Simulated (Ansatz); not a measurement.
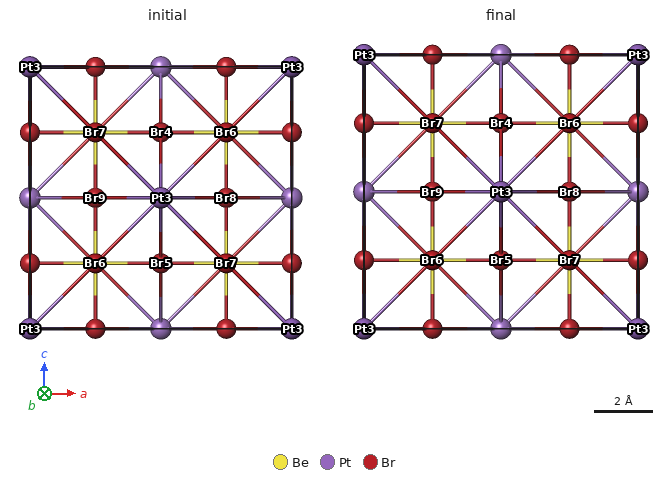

The structure of a crystal of Be₂PtBr₆ (a generated structure, set up in Fm-3m) (coarse preliminary run) before (left) and after (right) a relaxation, at one scale.

Style: ball-and-stick. Shown: the conventional cell (4 times the calculation's cell), along the b axis. Lengths and directions refer to the drawn axes.

Level of theory: DFT PBE, scalar-relativistic, plane waves, PAW (Ansatz 0.2.0). Set-up: plane-wave cutoff 420 eV; k-point mesh 4 × 4 × 4; occupations gaussian; smearing width 0.1 eV; no spin polarisation; cell and atoms relaxed; force threshold 0.04 eV/Å; at most 70 steps.

What changed between the two?

Answer. No atom moves by more than 0.005 Å relative to the cell. The volume changes by +14.7 %, with a = b = c 9.184 → 9.612 Å (+4.7 %). Near-neighbour distances that change, for instance: Br–Pt 3.247 → 3.398 Å, Be–Br 2.296 → 2.403 Å. The space group stays Fm-3m (No. 225). Over 1 accepted move (2 points after the start) the energy falls by 0.537 eV per cell of the calculation. All forces vanish by symmetry, so only the cell relaxes. The pressure goes from 7.09 to −0.18 GPa. At 1 point the geometry stayed and the basis and grid were re-selected for the new cell (energy shift of 2.5 meV per cell of the calculation at most each time).
